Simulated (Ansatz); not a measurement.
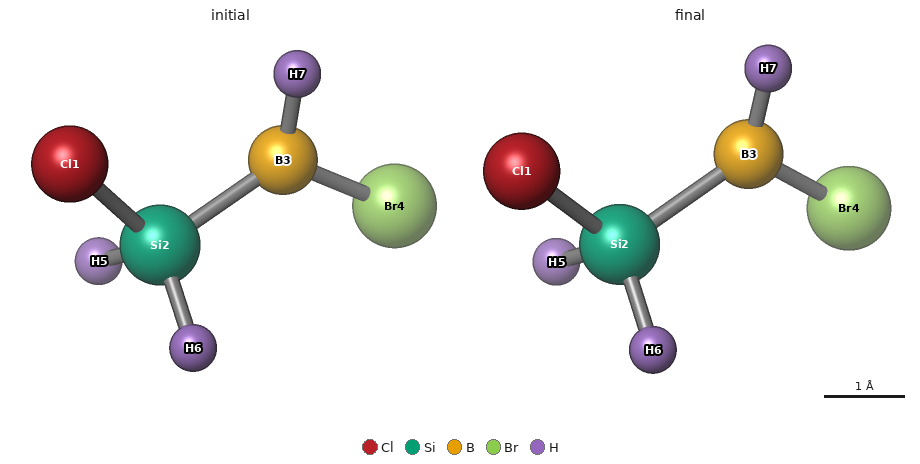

The structure of BSiH3BrCl before (left) and after (right) a relaxation, at one scale.

A ball-and-stick model, seen at a tilt.

The run prepares the start of a later molecular dynamics calculation, from a guessed geometry.

Method: Ansatz 0.2.0, RKS CAM-B3LYP/def2-SVP. Settings: no spin polarisation; force threshold 0.02 eV/Å; at most 40 steps.

Q: What changed between the two?

A: The largest move after the best rigid fit is that of H7, 0.17 Å. By element the largest moves are H 0.17 Å, Cl 0.14 Å, B 0.11 Å, Br 0.08 Å, Si 0.01 Å. Some distances before and after: Si2–B3 1.919 → 2.014 Å, B3–Br4 1.966 → 1.900 Å, B3–H7 1.235 → 1.200 Å, Si2–H6 1.465 → 1.487 Å. Among the angles between lasting bonds that change: Si2–B3–H7 120.1° → 126.1°, Si2–B3–Br4 123.2° → 117.5°, Cl1–Si2–B3 108.3° → 111.1°. The energy falls by 16.5 kJ/mol in 5 geometry steps. Largest force component: 1.8 eV/Å at the start, 0.0085 eV/Å at the end.
